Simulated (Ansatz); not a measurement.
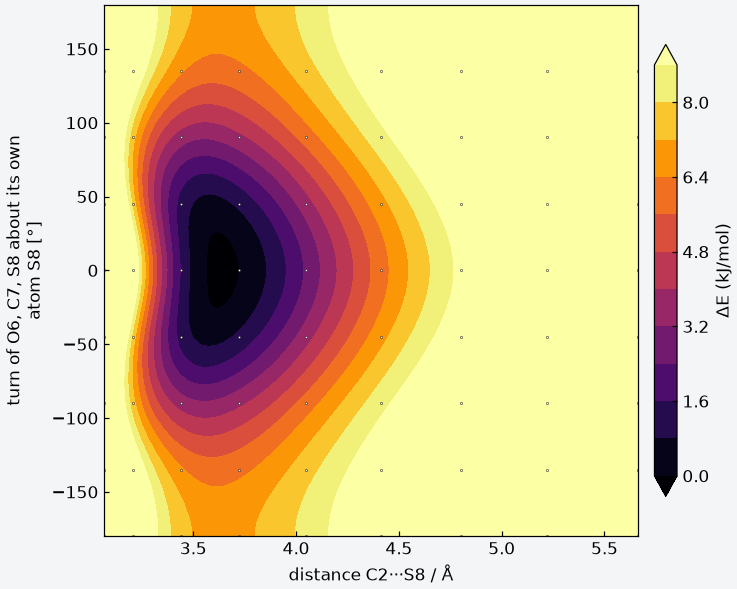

The pair CH₂F₂···COS. The turn is about an axis along (−0.22, 0.93, 0.28) in the frame of the relaxed pair, normal to the line between the partners. Coordinates scanned: (1) distance C2···S8; (2) turn of O6, C7, S8 about its own atom S8. Grid: 9 × 8 points. Points are written as (first, second). All energies are given in kJ/mol relative to the lowest grid point. Level of theory: RHF-MP2, frozen core/def2-SVPD in Ansatz 0.2.0.

The picture shows filled contours, dots at the grid points, one colour for all values above the top of the scale. Between grid points the surface is interpolated.

> Estimate the position of the minimum and the force constants in these coordinates.

The interpolated minimum is at distance C2···S8 ≈ 3.647 Å, the second coordinate ≈ 0°. The curvatures there are about 0.6 eV/Å² and 0.019 eV/rad², with a cross term of about 0 eV/(Å·rad). Round the minimum the two coordinates are nearly uncoupled. (1 eV is 96.5 kJ/mol.)
